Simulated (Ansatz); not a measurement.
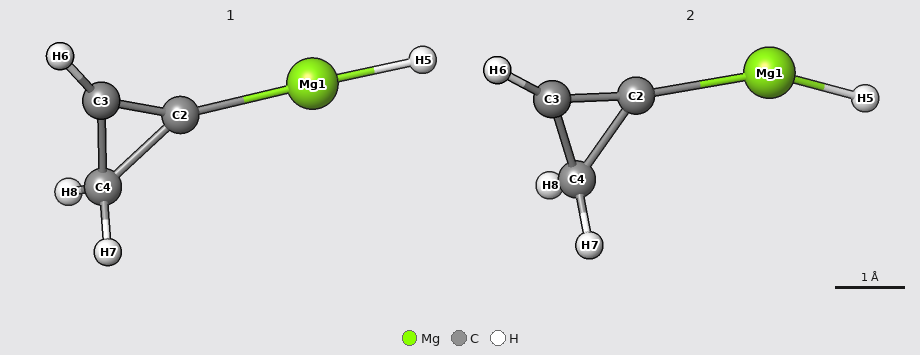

Two geometries of C$_{3}$H$_{4}$Mg, drawn at one scale. One is the start of a relaxation, the other its converged end. Style: ball-and-stick. Shown at a tilt.

Level of theory: RKS PBE0-D4/def2-TZVP (Ansatz 0.2.0). (force threshold 0.005 eV/Å; at most 200 steps)

Which of the two is the end point?

Answer. Structure 1 is the relaxed one. The energy falls by 0.140 eV in 10 geometry steps. The largest force component goes from 0.79 to 0.0035 eV/Å. The atom that moves furthest after the best rigid fit is H5 (0.66 Å). By element the largest moves are H 0.66 Å, C 0.34 Å, Mg 0.20 Å. Some distances before and after: Mg1–H5 1.629 → 1.699 Å, C3–C4 1.483 → 1.467 Å, Mg1–C2 2.052 → 2.038 Å, C3–H6 1.066 → 1.079 Å. Bond angles that change, for instance: C2–Mg1–H5 154.2° → 178.6°, Mg1–C2–C4 126.4° → 144.4°, Mg1–C2–C3 171.6° → 154.5°.
